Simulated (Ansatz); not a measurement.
The starting structures come from a database of crystals and need not be the phases stable at ambient conditions.

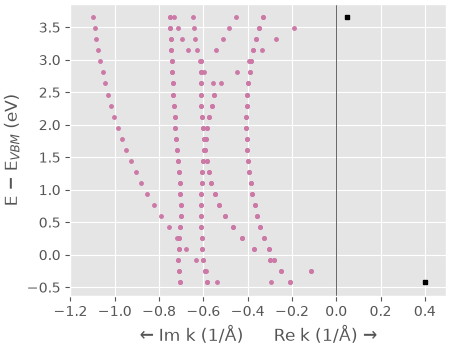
Figure: Complex bands at the centre of the two-dimensional zone; r2SCAN (Ansatz, an electronic-structure program)

The gap is the functional's own. No spin-orbit coupling. Mid-gap values are interpolated on the energy grid.

This is TeO₂ (P4_32_12, not sure to be the ambient phase, 12 atoms a cell, 14.9 Å³ an atom) along the normal of (001). Read off the slowest decay at the centre of the two-dimensional zone at 1.78 eV, the computed energy nearest the middle of the gap.

κ ≈ 0.40 1/Å, a decay length 1/(2κ) of the density of 1.2 Å.
